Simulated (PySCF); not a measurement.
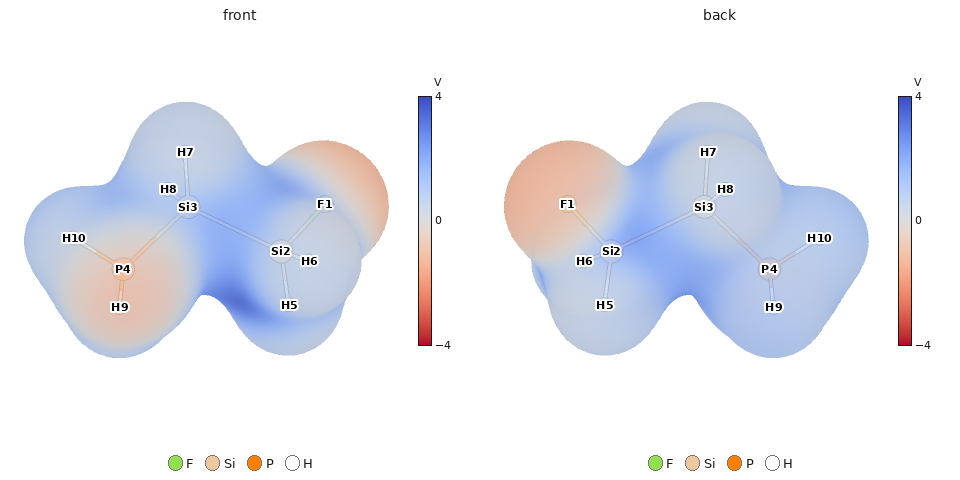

Figure 1: FH6PSi2. The electrostatic potential painted on the density surface at 0.004 e/bohr³, seen from the front and from behind; the colour scale runs from red (negative) to blue (positive).

Geometry: GFN2-xTB.

The calculation used PySCF 2.14.0, PBE0/pcSseg-1, SCF density, gas phase, non-relativistic.

| atom | x (Å) | y (Å) | z (Å) |
| --- | --- | --- | --- |
| F | 2.8416 | 0.3264 | -0.4095 |
| Si | 1.6251 | -0.4311 | 0.3324 |
| Si | -0.2866 | 0.6931 | -0.3194 |
| P | -2.0548 | -0.2746 | 0.6660 |
| H | 1.7711 | -1.8110 | -0.1250 |
| H | 1.9904 | -0.3452 | 1.7425 |
| H | -0.3425 | 2.0920 | 0.1323 |
| H | -0.4699 | 0.7539 | -1.7808 |
| H | -2.0701 | -1.3806 | -0.1617 |
| H | -2.9953 | 0.3817 | -0.0993 |

Where is the surface potential most negative and most positive?

The most negative region (about −1.2 V) lies over F1, the most positive (about +3.1 V) over Si2.

What dipole moment does the calculation give?

Its dipole moment is 1.49 D.
